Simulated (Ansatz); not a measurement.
# Geometry relaxation, with input and output: C2H8O2Si (part 1 of 2)

System: C2H8O2Si.
Method: RKS PBE-D4/def2-SVP (Ansatz 0.2.0).

The geometry: force-field start. Figures and captions count atoms from 1; the log counts them from 0 in places.

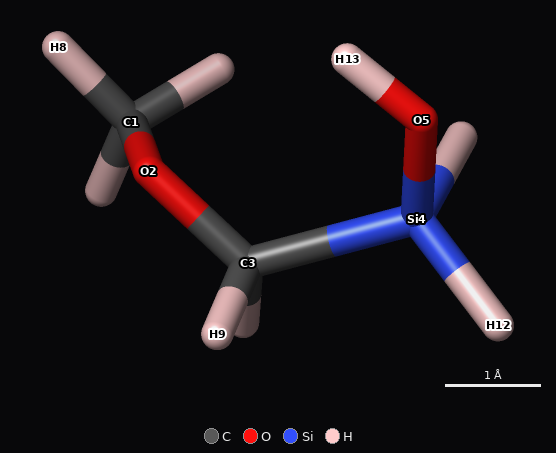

The starting structure (stick view, seen at a tilt; atoms are numbered from 1 in the order of the input). Bond lengths as drawn: C–H 1.04 to 1.16 Å, C–O 1.42 to 1.43 Å, C–Si 1.89 Å, H–O 1.02 Å, H–Si 1.42 to 1.52 Å and O–Si 1.68 Å.

### Key numbers

| quantity | value |
| --- | --- |
| outcome | converged |
| total energy | −14157.8778 eV |
| mean-field energy | −14157.6226 eV |
| dispersion energy | −0.2552 eV |
| SCF solution under orbital rotations | stable |
| largest force (length of the vector) at the end | 0.013 eV/Å |
| dipole moment | 2.25 D |
| hardware | 4 threads of Arm Neoverse V2, 23 GiB of memory available, shared host |
| wall time | 20 s (CPU time 72 s) |
| peak memory | 0.16 GiB |

### Input file
```yaml
crystal:
  periodic: [false, false, false]
  atoms:
    - {symbol: C, position_ang: [-1.266300, -1.068900, 1.055400]}
    - {symbol: O, position_ang: [-0.461900, 0.098600, 1.204700]}
    - {symbol: C, position_ang: [0.756200, -0.040100, 0.484300]}
    - {symbol: Si, position_ang: [0.930800, 0.606100, -1.281100]}
    - {symbol: O, position_ang: [0.237900, 2.125800, -1.433600]}
    - {symbol: H, position_ang: [-1.565500, -1.159800, -0.011500]}
    - {symbol: H, position_ang: [-0.817600, -1.920700, 1.457400]}
    - {symbol: H, position_ang: [-2.199900, -0.815800, 1.589800]}
    - {symbol: H, position_ang: [1.520800, 0.565700, 1.107800]}
    - {symbol: H, position_ang: [1.134200, -1.080700, 0.567600]}
    - {symbol: H, position_ang: [0.039600, -0.294800, -2.126200]}
    - {symbol: H, position_ang: [2.272400, 0.598200, -1.759000]}
    - {symbol: H, position_ang: [-0.560100, 2.351600, -0.841000]}
basis:
  gaussian: {orbitals: def2-SVP}
hamiltonian: {xc: pbe, dispersion: d4}
relax: {f_tol: 0.03, max_steps: 200}
```

Run as:
```bash
ansatz run in.yaml --threads 4 --pin off --events-out ev --progress --plain --max-ram 10444MiB
```

### The program's output
```
Functional definition: PBE
  name "PBE"
  cite "Perdew, Burke & Ernzerhof, Phys. Rev. Lett. 77, 3865 (1996) doi:10.1103/PhysRevLett.77.3865"
  parent pbe
  parameter kappa = 0.804
  parameter beta = 0.06672455060314922
  exchange = pbe_x(kappa = kappa, mu = beta*pi^2/3)
  correlation = pbe_c(beta = beta)
1262 factors; their error is unknown
mean field evaluation 1: about -14146.3637 eV, gradient 7.1e1 eV
mean field evaluation 2: about -14117.3813 eV, gradient 1.4e2 eV
mean field evaluation 4: about -14156.9887 eV, gradient 9.2e0 eV
mean field evaluation 8: about -14157.1817 eV, gradient 2.2e-1 eV
mean field evaluation 16: about -14157.1138 eV, gradient 1.5e-4 eV
mean field -14157.11378652 eV, -520.2643356181 hartree, gradient 2.6e-5 eV, S^2 0.000000; 0 other end points of the search recorded, 0 dependent functions left out
the calculation of the forces begins
reference -14157.11382335 eV, -520.2643369717 hartree; 25, 25 occupied and 89, 89 virtual orbitals, 1262 factors
relax step   1: F+E_penalty+E_count = -14157.35355556 eV  Δ(F+E_penalty+E_count) = +0.000e0 eV  max|allowed force component| = 3.381e0 eV/Å  Δτ_max = 0.0000 Å  (28 SCF iters, accepted)
these checks for a lower state are left out or cut short: starts, cluster_reference, orbital_swaps, neighbouring_geometries, increment
1262 factors; their error is unknown
mean field -14157.52644401 eV, -520.2795005013 hartree, gradient 1.8e-5 eV, S^2 0.000000; 0 other end points of the search recorded, 0 dependent functions left out
[... from here on the field's lines of each further geometry are left out, up to the last ...]
relax step   2: F+E_penalty+E_count = -14157.76880508 eV  Δ(F+E_penalty+E_count) = -4.152e-1 eV  max|allowed force component| = 1.260e0 eV/Å  Δτ_max = 0.1523 Å  (28 SCF iters, accepted)
relax step   3: F+E_penalty+E_count = -14157.82684008 eV  Δ(F+E_penalty+E_count) = -5.803e-2 eV  max|allowed force component| = 3.579e-1 eV/Å  Δτ_max = 0.0736 Å  (28 SCF iters, accepted)
relax step   4: F+E_penalty+E_count = -14157.83670688 eV  Δ(F+E_penalty+E_count) = -9.867e-3 eV  max|allowed force component| = 1.135e-1 eV/Å  Δτ_max = 0.0575 Å  (30 SCF iters, accepted)
relax step   5: F+E_penalty+E_count = -14157.83052023 eV  Δ(F+E_penalty+E_count) = +6.187e-3 eV  max|allowed force component| = 4.222e-1 eV/Å  Δτ_max = 0.0736 Å  (29 SCF iters, rejected (line search))
relax step   6: F+E_penalty+E_count = -14157.84154898 eV  Δ(F+E_penalty+E_count) = -4.842e-3 eV  max|allowed force component| = 4.689e-2 eV/Å  Δτ_max = 0.0359 Å  (29 SCF iters, accepted)
relax step   7: F+E_penalty+E_count = -14157.84682983 eV  Δ(F+E_penalty+E_count) = -5.281e-3 eV  max|allowed force component| = 1.239e-1 eV/Å  Δτ_max = 0.0977 Å  (28 SCF iters, accepted)
relax step   8: F+E_penalty+E_count = -14157.85023956 eV  Δ(F+E_penalty+E_count) = -3.410e-3 eV  max|allowed force component| = 2.196e-1 eV/Å  Δτ_max = 0.1316 Å  (30 SCF iters, accepted)
relax step   9: F+E_penalty+E_count = -14157.85331526 eV  Δ(F+E_penalty+E_count) = -3.076e-3 eV  max|allowed force component| = 2.410e-1 eV/Å  Δτ_max = 0.0787 Å  (29 SCF iters, accepted)
relax step  10: F+E_penalty+E_count = -14157.85922067 eV  Δ(F+E_penalty+E_count) = -5.905e-3 eV  max|allowed force component| = 2.569e-1 eV/Å  Δτ_max = 0.0929 Å  (30 SCF iters, accepted)
relax step  11: F+E_penalty+E_count = -14157.86445119 eV  Δ(F+E_penalty+E_count) = -5.231e-3 eV  max|allowed force component| = 2.447e-1 eV/Å  Δτ_max = 0.0899 Å  (29 SCF iters, accepted)
relax step  12: F+E_penalty+E_count = -14157.86834986 eV  Δ(F+E_penalty+E_count) = -3.899e-3 eV  max|allowed force component| = 3.224e-1 eV/Å  Δτ_max = 0.0957 Å  (29 SCF iters, accepted)
relax step  13: F+E_penalty+E_count = -14157.87203316 eV  Δ(F+E_penalty+E_count) = -3.683e-3 eV  max|allowed force component| = 2.963e-1 eV/Å  Δτ_max = 0.0925 Å  (29 SCF iters, accepted)
relax step  14: F+E_penalty+E_count = -14157.87436359 eV  Δ(F+E_penalty+E_count) = -2.330e-3 eV  max|allowed force component| = 2.409e-1 eV/Å  Δτ_max = 0.0450 Å  (28 SCF iters, accepted)
relax step  15: F+E_penalty+E_count = -14157.87690656 eV  Δ(F+E_penalty+E_count) = -2.543e-3 eV  max|allowed force component| = 1.324e-1 eV/Å  Δτ_max = 0.0696 Å  (29 SCF iters, accepted)
relax step  16: F+E_penalty+E_count = -14157.87747779 eV  Δ(F+E_penalty+E_count) = -5.712e-4 eV  max|allowed force component| = 3.585e-2 eV/Å  Δτ_max = 0.0381 Å  (29 SCF iters, accepted)
relax step  17: F+E_penalty+E_count = -14157.87760125 eV  Δ(F+E_penalty+E_count) = -1.235e-4 eV  max|allowed force component| = 3.467e-2 eV/Å  Δτ_max = 0.0151 Å  (30 SCF iters, accepted)
the calculation of the forces begins
reference -14157.62264339 eV, -520.2830357633 hartree; 25, 25 occupied and 89, 89 virtual orbitals, 1262 factors
relax step  18: F+E_penalty+E_count = -14157.87778833 eV  Δ(F+E_penalty+E_count) = -1.871e-4 eV  max|allowed force component| = 9.876e-3 eV/Å  Δτ_max = 0.0084 Å  (30 SCF iters, accepted)
```

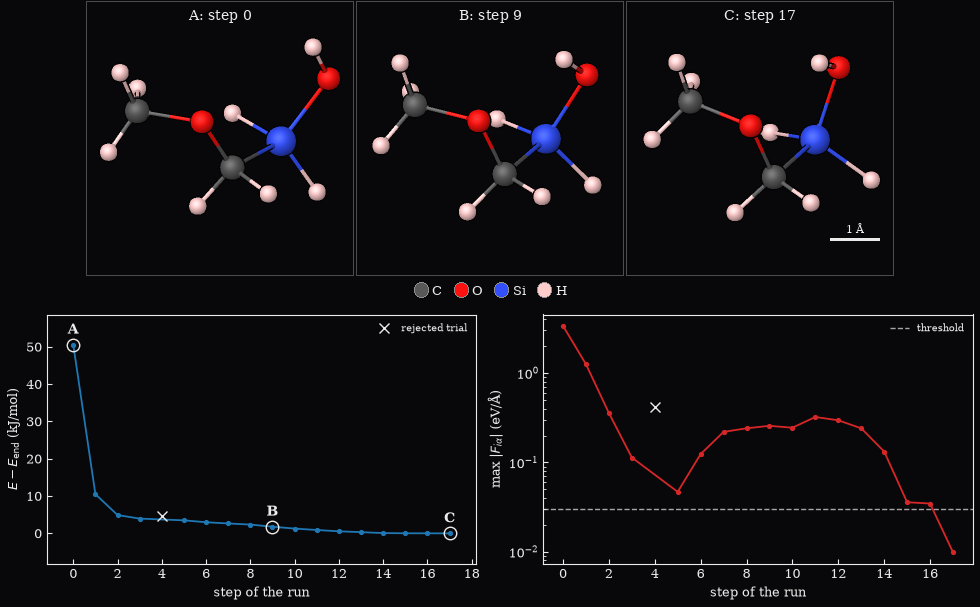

Frames of the relaxation (ball-and-stick view, seen at a tilt) above the curves, on which the letters mark them (the first geometry is step 0 here and step 1 in the log).

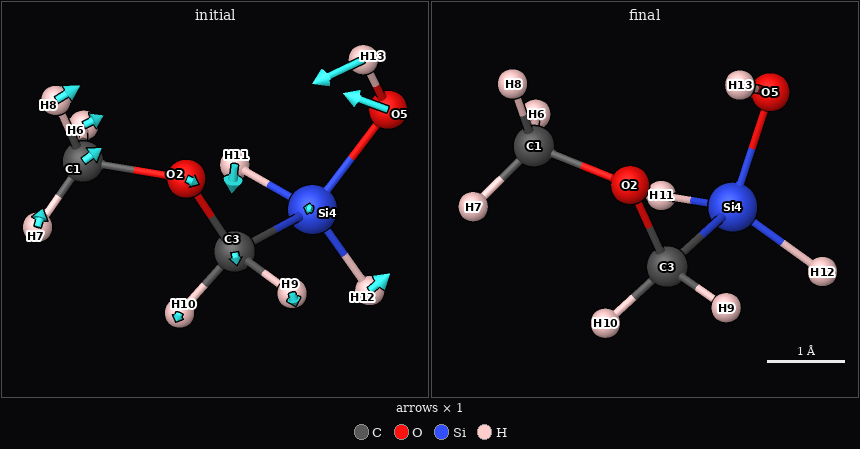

Before (left) and after (right) the relaxation, at one scale (ball-and-stick view, seen at a tilt). The teal arrows give the displacements, at true length. The largest move after the best rigid fit is that of H13, 0.84 Å. By element the largest moves are H 0.84 Å, O 0.68 Å, C 0.34 Å, Si 0.14 Å. Among the contacts that change: Si4–H12 1.424 → 1.504 Å, C1–H7 1.043 → 1.116 Å, C3–H9 1.158 → 1.111 Å, C3–Si4 1.888 → 1.930 Å. Among the angles that change: O2–C3–Si4 121.3° → 108.5°, Si4–O5–H13 118.1° → 106.3°, C3–Si4–O5 110.9° → 102.0°. Over 17 geometry steps the energy falls by 50.6 kJ/mol. Largest force component: 3.4 eV/Å at the start, 0.0099 eV/Å at the end. The line search rejected the trial step at point 4 (counted from 0) and went back. (Atoms are counted from 1 in the order of the input.)

```
1262 factors; their error is unknown
mean field -14157.62260712 eV, -520.2830344304 hartree, gradient 2.1e-5 eV, S^2 0.000000; 1 other end points of the search recorded, 0 dependent functions left out
the calculation of the forces begins
reference -14157.62264339 eV, -520.2830357633 hartree; 25, 25 occupied and 89, 89 virtual orbitals, 1262 factors
Total energy: -14157.87782461 eV, -520.2924135000 hartree
Atom 0 at    -1.298366    -0.753469     0.934154 Å, force     0.001071     0.001550    -0.001898 eV/Å
Atom 1 at    -0.297738     0.219276     1.161634 Å, force     0.004831    -0.000194    -0.003733 eV/Å
Atom 2 at     0.946569    -0.090321     0.517491 Å, force    -0.007115     0.002103     0.005178 eV/Å
Atom 3 at     0.843484     0.482546    -1.322178 Å, force     0.004756    -0.006351    -0.009876 eV/Å
Atom 4 at    -0.284137     1.728088    -1.237323 Å, force    -0.004337     0.008229    -0.002203 eV/Å
Atom 5 at    -1.542573    -0.876456    -0.148971 Å, force    -0.000370    -0.000448     0.000944 eV/Å
Atom 6 at    -0.997641    -1.751758     1.332814 Å, force     0.000726    -0.000523     0.000781 eV/Å
Atom 7 at    -2.211698    -0.420126     1.464204 Å, force     0.000261    -0.000157     0.000868 eV/Å
Atom 8 at     1.720447     0.515490     1.035377 Å, force     0.001441    -0.000940     0.000378 eV/Å
Atom 9 at     1.223852    -1.161739     0.662450 Å, force     0.000323    -0.000786    -0.001965 eV/Å
Atom 10 at     0.384909    -0.607348    -2.257390 Å, force     0.000069    -0.003102     0.001345 eV/Å
Atom 11 at     2.182397     0.971841    -1.802862 Å, force     0.003762    -0.000129     0.003944 eV/Å
Atom 12 at    -0.648906     1.709175    -0.324799 Å, force    -0.005418     0.000748     0.006237 eV/Å
Dipole moment:     0.002846    -0.379591     0.273142 e Å
```

### Trajectory as extended XYZ (Å, eV, eV/Å), 18 frames, from step=1 to step=18
```
13
Properties=species:S:1:pos:R:3:forces:R:3 step=1 energy=-14157.35356
C    -1.2663   -1.0689    1.0554   -1.6378   3.3808  -1.0922
O    -0.4619    0.0986    1.2047    0.0120  -0.3037  -0.4911
C     0.7562   -0.0401    0.4843    1.6866   0.9195   1.7354
Si    0.9308    0.6061   -1.2811   -3.1090  -0.3418   0.0102
O     0.2379    2.1258   -1.4336   -1.1114   1.0310   1.0982
H    -1.5655   -1.1598   -0.0115    0.1123  -0.5906  -0.0806
H    -0.8176   -1.9207    1.4574    1.1314  -2.2324   0.8276
H    -2.1999   -0.8158    1.5898   -0.1285  -0.3037   0.2342
H     1.5208    0.5657    1.1078   -0.5675  -0.5430  -0.6073
H     1.1342   -1.0807    0.5676    0.1602  -0.2894  -0.1103
H     0.0396   -0.2948   -2.1262    0.3696  -0.1355  -0.1148
H     2.2724    0.5982   -1.7590    1.4499   0.0952  -0.3486
H    -0.5601    2.3516   -0.8410    1.6321  -0.6864  -1.0606
13
Properties=species:S:1:pos:R:3:forces:R:3 step=2 energy=-14157.76880
C    -1.2759   -1.0357    1.0147   -0.2592   1.2600  -0.3681
O    -0.4569    0.1205    1.1711   -0.2072  -0.2948   0.0483
C     0.8127   -0.0141    0.5345    0.2240   0.1520   0.2439
Si    0.7885    0.5528   -1.2914   -0.3856   0.2414   0.2267
O     0.2561    2.1544   -1.3726   -0.3493   0.0327   0.2261
H    -1.5160   -1.2264   -0.0619    0.1014  -0.1813   0.0925
H    -0.8065   -1.9142    1.4638    0.2563  -0.6686   0.2089
H    -2.2336   -0.8167    1.5288    0.0438  -0.0809   0.0572
H     1.5486    0.6234    1.1127   -0.3967  -0.1915  -0.3836
H     1.2088   -1.0550    0.6228    0.0251  -0.1040   0.0226
H    -0.0134   -0.3677   -2.2025    0.0331   0.1294   0.2281
H     2.1933    0.5430   -1.7335    0.4858   0.0253  -0.3035
H    -0.4850    2.4009   -0.7718    0.4287  -0.3197  -0.2990
13
Properties=species:S:1:pos:R:3:forces:R:3 step=3 energy=-14157.82684
C    -1.2904   -1.0113    1.0063    0.1275   0.3579  -0.0710
O    -0.4542    0.1250    1.1646   -0.1317  -0.1905  -0.0472
C     0.8198   -0.0249    0.5359    0.1003  -0.0172  -0.0355
Si    0.8134    0.5590   -1.2870   -0.1060   0.1337   0.0823
O     0.2366    2.1442   -1.3539    0.1095  -0.0732  -0.0584
H    -1.5178   -1.2295   -0.0670    0.0309  -0.0399   0.0634
H    -0.8253   -1.9180    1.4594   -0.0265  -0.0828  -0.0029
H    -2.2446   -0.7939    1.5266    0.0342  -0.0195   0.0073
H     1.5380    0.6290    1.0833   -0.0799  -0.0025   0.0087
H     1.2204   -1.0666    0.6388   -0.0438   0.0252   0.0255
H    -0.0074   -0.3659   -2.1562   -0.0026   0.0165   0.0342
H     2.2290    0.5727   -1.7906   -0.0278   0.0283  -0.0430
H    -0.4970    2.3454   -0.7457    0.0159  -0.1358   0.0367
13
Properties=species:S:1:pos:R:3:forces:R:3 step=4 energy=-14157.83671
C    -1.2876   -0.9920    0.9900    0.1130   0.0372   0.0342
O    -0.4469    0.1320    1.1548   -0.0945  -0.0738  -0.0255
C     0.8326   -0.0268    0.5403    0.0724  -0.0417  -0.0757
Si    0.8159    0.5508   -1.2837   -0.0001   0.0798   0.0224
O     0.2226    2.1269   -1.3345    0.1135  -0.0035  -0.0845
H    -1.5035   -1.2212   -0.0817   -0.0058   0.0045   0.0035
H    -0.8381   -1.9103    1.4478   -0.0462   0.0463  -0.0257
H    -2.2428   -0.7710    1.5052   -0.0052  -0.0026  -0.0097
H     1.5368    0.6371    1.0868    0.0170   0.0295   0.0436
H     1.2291   -1.0675    0.6593   -0.0302   0.0254   0.0258
H    -0.0157   -0.3761   -2.1360   -0.0079  -0.0220   0.0044
H     2.2222    0.5834   -1.8226   -0.0835   0.0078   0.0065
H    -0.5039    2.2999   -0.7112   -0.0427  -0.0871   0.0807
```
